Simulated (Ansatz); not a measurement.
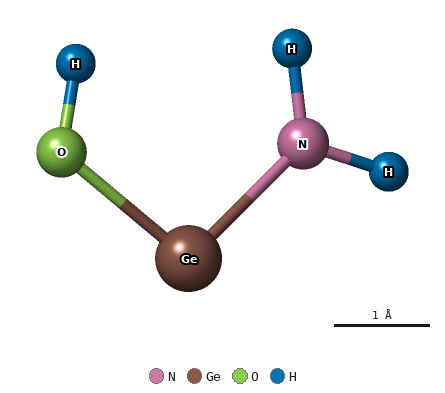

The starting structure (ball-and-stick view, seen at a tilt). Sticks mark near contacts. Bond lengths as drawn: Ge–N 1.83 Å, Ge–O 1.79 Å, H–N 1.01 Å and H–O 0.96 Å.

**GeNH$_{3}$O: molecular dynamics (part 1 of 2)**

- system: GeNH$_{3}$O
- method: RKS revPBE/6-31G* (Ansatz 0.2.0)

The geometry comes from this level: PBE0-D4/def2-TZVP. Figures and captions count atoms from 1; the log counts them from 0 in places.

Input:
```yaml
crystal:
  periodic: [false, false, false]
  atoms:
    - {symbol: N, position_ang: [-0.777933, 0.052091, -0.568645]}
    - {symbol: Ge, position_ang: [0.575347, -1.156153, -0.335717]}
    - {symbol: O, position_ang: [1.505341, -0.310125, 0.942580]}
    - {symbol: H, position_ang: [-1.512243, -0.113084, -1.239224]}
    - {symbol: H, position_ang: [-0.905369, 0.927833, -0.083104]}
    - {symbol: H, position_ang: [1.156857, 0.535438, 1.237710]}
basis:
  gaussian: {orbitals: "6-31G*"}
hamiltonian: {xc: {name: revPBE}}
md: {timestep: 0.5 fs, n_steps: 30, ensemble: nve, temperature: 500, initial_velocities: maxwell_boltzmann, seed: 790}
```

Run on 4 threads of Arm Neoverse V1, 23 GiB of memory available, shared host.

Run as:
```bash
ansatz run in.yaml --threads 4 --pin off --events-out ev --progress --plain --max-ram 10444MiB
```

Output:
```
Functional definition: revPBE
  name "revPBE"
  cite "Zhang & Yang, Phys. Rev. Lett. 80, 890 (1998) doi:10.1103/PhysRevLett.80.890"
  cite "Perdew, Burke & Ernzerhof, Phys. Rev. Lett. 77, 3865 (1996) doi:10.1103/PhysRevLett.77.3865"
  parameter kappa = 1.245
  parameter beta = 0.06672455060314922
  exchange = pbe_x(kappa = kappa, mu = beta*pi^2/3)
  correlation = pbe_c(beta = beta)
810 factors; their error is unknown
mean field evaluation 1: about -60078.9525 eV, gradient 8.3e1 eV
mean field evaluation 2: about -60022.3728 eV, gradient 1.7e2 eV
mean field evaluation 4: about -60091.3628 eV, gradient 1.3e1 eV
mean field evaluation 8: about -60091.7452 eV, gradient 5.8e-2 eV
mean field evaluation 16: about -60091.7206 eV, gradient 5.2e-5 eV
mean field -60091.72057851 eV, -2208.3299996290 hartree, gradient 5.2e-5 eV, S^2 0.000000; 0 other end points of the search recorded, 0 dependent functions left out
the calculation of the forces begins
reference -60091.72061489 eV, -2208.3300009661 hartree; 25, 25 occupied and 46, 46 virtual orbitals, 810 factors
md step     0: t =     0.00 fs  T =   500.0 K  F+E_penalty+E_count = -60091.72057851 eV  E_kin = 0.258520 eV  conserved = -60091.46205851 eV  (25 SCF iters)
these checks for a lower state are left out or cut short: starts, cluster_reference, orbital_swaps, neighbouring_geometries, increment
810 factors; their error is unknown
mean field -60091.69691906 eV, -2208.3291301602 hartree, gradient 1.1e-5 eV, S^2 0.000000; 0 other end points of the search recorded, 0 dependent functions left out
the calculation of the forces begins
reference -60091.69695551 eV, -2208.3291314997 hartree; 25, 25 occupied and 46, 46 virtual orbitals, 810 factors
md step     1: t =     0.50 fs  T =   455.4 K  F+E_penalty+E_count = -60091.69691906 eV  E_kin = 0.235458 eV  conserved = -60091.46146121 eV  (30 SCF iters)
[... from here on the SCF iterations and repeated set-up lines of each step are left out, up to the last step ...]
md step     2: t =     1.00 fs  T =   413.4 K  F+E_penalty+E_count = -60091.67460584 eV  E_kin = 0.213736 eV  conserved = -60091.46087022 eV  (29 SCF iters)
md step     3: t =     1.50 fs  T =   390.7 K  F+E_penalty+E_count = -60091.66263578 eV  E_kin = 0.202006 eV  conserved = -60091.46063002 eV  (30 SCF iters)
md step     4: t =     2.00 fs  T =   394.0 K  F+E_penalty+E_count = -60091.66464194 eV  E_kin = 0.203738 eV  conserved = -60091.46090388 eV  (29 SCF iters)
md step     5: t =     2.50 fs  T =   415.8 K  F+E_penalty+E_count = -60091.67651614 eV  E_kin = 0.214988 eV  conserved = -60091.46152810 eV  (30 SCF iters)
md step     6: t =     3.00 fs  T =   438.5 K  F+E_penalty+E_count = -60091.68883584 eV  E_kin = 0.226705 eV  conserved = -60091.46213034 eV  (30 SCF iters)
md step     7: t =     3.50 fs  T =   444.8 K  F+E_penalty+E_count = -60091.69238501 eV  E_kin = 0.229983 eV  conserved = -60091.46240216 eV  (31 SCF iters)
md step     8: t =     4.00 fs  T =   426.6 K  F+E_penalty+E_count = -60091.68284856 eV  E_kin = 0.220581 eV  conserved = -60091.46226757 eV  (31 SCF iters)
md step     9: t =     4.50 fs  T =   387.3 K  F+E_penalty+E_count = -60091.66212512 eV  E_kin = 0.200272 eV  conserved = -60091.46185321 eV  (31 SCF iters)
md step    10: t =     5.00 fs  T =   338.8 K  F+E_penalty+E_count = -60091.63653746 eV  E_kin = 0.175176 eV  conserved = -60091.46136161 eV  (31 SCF iters)
md step    11: t =     5.50 fs  T =   295.5 K  F+E_penalty+E_count = -60091.61374716 eV  E_kin = 0.152779 eV  conserved = -60091.46096848 eV  (31 SCF iters)
md step    12: t =     6.00 fs  T =   269.2 K  F+E_penalty+E_count = -60091.59996340 eV  E_kin = 0.139182 eV  conserved = -60091.46078113 eV  (31 SCF iters)
md step    13: t =     6.50 fs  T =   265.6 K  F+E_penalty+E_count = -60091.59817502 eV  E_kin = 0.137338 eV  conserved = -60091.46083673 eV  (31 SCF iters)
md step    14: t =     7.00 fs  T =   283.1 K  F+E_penalty+E_count = -60091.60750998 eV  E_kin = 0.146398 eV  conserved = -60091.46111180 eV  (31 SCF iters)
md step    15: t =     7.50 fs  T =   313.5 K  F+E_penalty+E_count = -60091.62361007 eV  E_kin = 0.162081 eV  conserved = -60091.46152890 eV  (31 SCF iters)
md step    16: t =     8.00 fs  T =   344.2 K  F+E_penalty+E_count = -60091.63990692 eV  E_kin = 0.177944 eV  conserved = -60091.46196264 eV  (28 SCF iters)
md step    17: t =     8.50 fs  T =   362.4 K  F+E_penalty+E_count = -60091.64965491 eV  E_kin = 0.187395 eV  conserved = -60091.46226008 eV  (31 SCF iters)
md step    18: t =     9.00 fs  T =   359.9 K  F+E_penalty+E_count = -60091.64835333 eV  E_kin = 0.186067 eV  conserved = -60091.46228620 eV  (30 SCF iters)
md step    19: t =     9.50 fs  T =   336.2 K  F+E_penalty+E_count = -60091.63580605 eV  E_kin = 0.173814 eV  conserved = -60091.46199229 eV  (31 SCF iters)
md step    20: t =    10.00 fs  T =   300.4 K  F+E_penalty+E_count = -60091.61677186 eV  E_kin = 0.155298 eV  conserved = -60091.46147386 eV  (30 SCF iters)
md step    21: t =    10.50 fs  T =   267.7 K  F+E_penalty+E_count = -60091.59937693 eV  E_kin = 0.138410 eV  conserved = -60091.46096700 eV  (29 SCF iters)
md step    22: t =    11.00 fs  T =   252.8 K  F+E_penalty+E_count = -60091.59143938 eV  E_kin = 0.130694 eV  conserved = -60091.46074570 eV  (29 SCF iters)
md step    23: t =    11.50 fs  T =   261.8 K  F+E_penalty+E_count = -60091.59632693 eV  E_kin = 0.135377 eV  conserved = -60091.46094946 eV  (30 SCF iters)
md step    24: t =    12.00 fs  T =   289.0 K  F+E_penalty+E_count = -60091.61090628 eV  E_kin = 0.149440 eV  conserved = -60091.46146668 eV  (30 SCF iters)
md step    25: t =    12.50 fs  T =   319.6 K  F+E_penalty+E_count = -60091.62723036 eV  E_kin = 0.165229 eV  conserved = -60091.46200133 eV  (31 SCF iters)
md step    26: t =    13.00 fs  T =   337.8 K  F+E_penalty+E_count = -60091.63696130 eV  E_kin = 0.174681 eV  conserved = -60091.46228052 eV  (30 SCF iters)
md step    27: t =    13.50 fs  T =   335.2 K  F+E_penalty+E_count = -60091.63552886 eV  E_kin = 0.173316 eV  conserved = -60091.46221236 eV  (31 SCF iters)
md step    28: t =    14.00 fs  T =   312.9 K  F+E_penalty+E_count = -60091.62366460 eV  E_kin = 0.161780 eV  conserved = -60091.46188473 eV  (31 SCF iters)
md step    29: t =    14.50 fs  T =   279.9 K  F+E_penalty+E_count = -60091.60619220 eV  E_kin = 0.144724 eV  conserved = -60091.46146810 eV  (31 SCF iters)
these checks for a lower state are left out or cut short: starts, cluster_reference, orbital_swaps, neighbouring_geometries, increment
810 factors; their error is unknown
mean field -60091.58946173 eV, -2208.3251811762 hartree, gradient 1.1e-5 eV, S^2 0.000000; 0 other end points of the search recorded, 0 dependent functions left out
the calculation of the forces begins
reference -60091.58949737 eV, -2208.3251824860 hartree; 25, 25 occupied and 46, 46 virtual orbitals, 810 factors
810 factors; their error is unknown
mean field evaluation 256: about -60091.6155 eV, gradient 1.2e-1 eV
mean field -60091.58946173 eV, -2208.3251811762 hartree, gradient 1.5e-5 eV, S^2 0.000000; 1 other end points of the search recorded, 0 dependent functions left out
the calculation of the forces begins
reference -60091.58949737 eV, -2208.3251824860 hartree; 25, 25 occupied and 46, 46 virtual orbitals, 810 factors
md step    30: t =    15.00 fs  T =   248.2 K  F+E_penalty+E_count = -60091.58946173 eV  E_kin = 0.128342 eV  conserved = -60091.46112014 eV  (29 SCF iters)
```

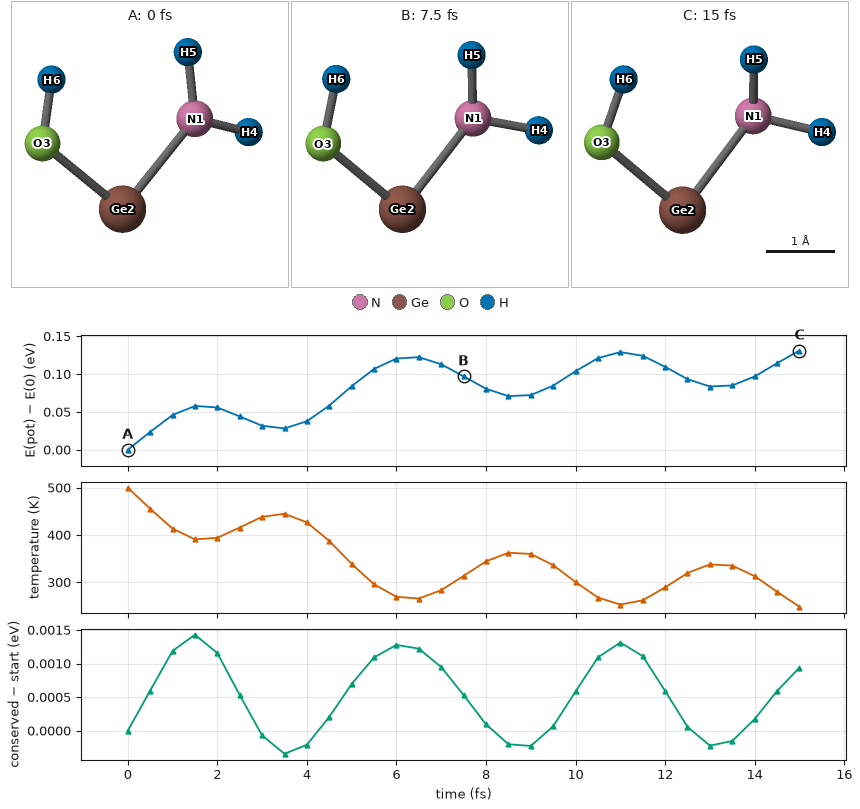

Frames of the molecular dynamics (ball-and-stick, seen at a tilt) above the curves, on which the letters mark them. The trajectory kept here has 31 frames over 15 fs. The temperature starts at 500 K, ranges from 248 to 500 K and averages 308 K over the second half. The potential energy ends 0.131 eV above its first value. The conserved quantity stays within 0.0018 eV. After an unweighted best fit of the last frame on the first, the root-mean-square displacement is 0.15 Å, and N1 has moved furthest (0.28 Å).

```
Total energy: -60091.58949737 eV, -2208.3251824860 hartree
Atom 0 at    -0.845279     0.049657    -0.509346 Å, force    -0.199675     0.980118    -1.492880 eV/Å
Atom 1 at     0.584515    -1.163538    -0.342696 Å, force    -0.347558    -0.586387    -0.303658 eV/Å
Atom 2 at     1.483331    -0.302348     0.961547 Å, force     0.308703     1.514898     0.485154 eV/Å
Atom 3 at    -1.308608     0.085889    -1.468447 Å, force     0.475124    -0.183887     1.293285 eV/Å
Atom 4 at    -0.569972     1.030980    -0.282251 Å, force    -0.411953    -0.475643     0.008195 eV/Å
Atom 5 at     1.242388     0.675789     1.043900 Å, force     0.175359    -1.249099     0.009905 eV/Å
Dipole moment:    -0.167477     0.491186    -0.312808 e Å
```

Trajectory as extended XYZ (Å, eV, eV/Å), 31 frames, from step=0 to step=30:
```
6
Properties=species:S:1:pos:R:3:forces:R:3 step=0 time_fs=0.0 energy=-60091.72058 temperature=500.0
N    -0.7779    0.0521   -0.5686   -0.1313   0.0948  -0.0383
Ge    0.5753   -1.1562   -0.3357    0.1084  -0.8676  -0.4934
O     1.5053   -0.3101    0.9426    0.9561  -0.4483   0.4335
H    -1.5122   -0.1131   -1.2392   -0.4434  -0.0947  -0.4037
H    -0.9054    0.9278   -0.0831   -0.0875   0.5298   0.2868
H     1.1569    0.5354    1.2377   -0.4023   0.7860   0.2151
6
Properties=species:S:1:pos:R:3:forces:R:3 step=1 time_fs=0.5 energy=-60091.69692 temperature=455.4
N    -0.7794    0.0500   -0.5666    0.3043   0.1416   0.3463
Ge    0.5757   -1.1559   -0.3356    0.0793  -0.9129  -0.5354
O     1.5024   -0.3106    0.9412    1.1061  -0.7085   0.3854
H    -1.4966   -0.1011   -1.2399   -0.8836  -0.1923  -0.8267
H    -0.8906    0.9319   -0.0919   -0.0913   0.5979   0.3214
H     1.1671    0.5353    1.2308   -0.5148   1.0741   0.3090
6
Properties=species:S:1:pos:R:3:forces:R:3 step=2 time_fs=1.0 energy=-60091.67461 temperature=413.4
N    -0.7809    0.0480   -0.5644    0.6306   0.2332   0.6997
Ge    0.5761   -1.1556   -0.3355    0.0499  -0.9568  -0.5766
O     1.4997   -0.3113    0.9399    1.1928  -0.8236   0.3907
H    -1.4831   -0.0895   -1.2426   -1.2238  -0.2565  -1.1756
H    -0.8761    0.9374   -0.0999   -0.0859   0.5877   0.3126
H     1.1762    0.5377    1.2247   -0.5636   1.2160   0.3492
6
Properties=species:S:1:pos:R:3:forces:R:3 step=3 time_fs=1.5 energy=-60091.66264 temperature=390.7
N    -0.7822    0.0460   -0.5621    0.7838   0.3579   0.9432
Ge    0.5765   -1.1554   -0.3354    0.0206  -0.9993  -0.6172
O     1.4971   -0.3120    0.9387    1.2120  -0.7623   0.4571
H    -1.4724   -0.0785   -1.2482   -1.3959  -0.2777  -1.3758
H    -0.8618    0.9443   -0.1072   -0.0765   0.5015   0.2644
H     1.1839    0.5430    1.2193   -0.5440   1.1799   0.3283
6
Properties=species:S:1:pos:R:3:forces:R:3 step=4 time_fs=2.0 energy=-60091.66464 temperature=394.0
N    -0.7834    0.0441   -0.5597    0.7316   0.5033   1.0162
Ge    0.5768   -1.1552   -0.3353   -0.0081  -1.0405  -0.6570
O     1.4947   -0.3129    0.9375    1.1732  -0.5308   0.5786
H    -1.4652   -0.0682   -1.2570   -1.3630  -0.2570  -1.3763
H    -0.8477    0.9524   -0.1138   -0.0678   0.3531   0.1865
H     1.1903    0.5511    1.2148   -0.4659   0.9719   0.2521
6
Properties=species:S:1:pos:R:3:forces:R:3 step=5 time_fs=2.5 energy=-60091.67652 temperature=415.8
N    -0.7845    0.0422   -0.5571    0.4895   0.6596   0.9013
Ge    0.5772   -1.1550   -0.3353   -0.0357  -1.0800  -0.6958
O     1.4925   -0.3138    0.9365    1.0959  -0.1701   0.7375
H    -1.4612   -0.0586   -1.2691   -1.1367  -0.2061  -1.1719
H    -0.8338    0.9613   -0.1200   -0.0636   0.1633   0.0914
H     1.1955    0.5616    1.2109   -0.3494   0.6332   0.1375
6
Properties=species:S:1:pos:R:3:forces:R:3 step=6 time_fs=3.0 energy=-60091.68884 temperature=438.5
N    -0.7855    0.0405   -0.5544    0.1145   0.8201   0.6286
Ge    0.5776   -1.1549   -0.3353   -0.0616  -1.1174  -0.7331
O     1.4904   -0.3148    0.9355    1.0027   0.2590   0.9111
H    -1.4599   -0.0494   -1.2840   -0.7715  -0.1420  -0.8051
H    -0.8200    0.9707   -0.1260   -0.0658  -0.0441  -0.0080
H     1.2000    0.5735    1.2072   -0.2184   0.2244   0.0065
6
Properties=species:S:1:pos:R:3:forces:R:3 step=7 time_fs=3.5 energy=-60091.69239 temperature=444.8
N    -0.7865    0.0389   -0.5515   -0.3172   0.9781   0.2582
Ge    0.5779   -1.1548   -0.3353   -0.0855  -1.1521  -0.7681
O     1.4885   -0.3157    0.9347    0.9130   0.6945   1.0775
H    -1.4604   -0.0405   -1.3008   -0.3421  -0.0810  -0.3468
H    -0.8063    0.9799   -0.1319   -0.0747  -0.2469  -0.1003
H     1.2039    0.5860    1.2037   -0.0934  -0.1927  -0.1205
6
Properties=species:S:1:pos:R:3:forces:R:3 step=8 time_fs=4.0 energy=-60091.68285 temperature=426.6
N    -0.7875    0.0374   -0.5486   -0.7364   1.1253  -0.1445
Ge    0.5783   -1.1548   -0.3353   -0.1075  -1.1833  -0.8001
O     1.4868   -0.3165    0.9340    0.8394   1.0866   1.2206
H    -1.4618   -0.0319   -1.3184    0.0822  -0.0341   0.1292
H    -0.7928    0.9885   -0.1382   -0.0891  -0.4264  -0.1769
H     1.2076    0.5981    1.1998    0.0114  -0.5681  -0.2283
```
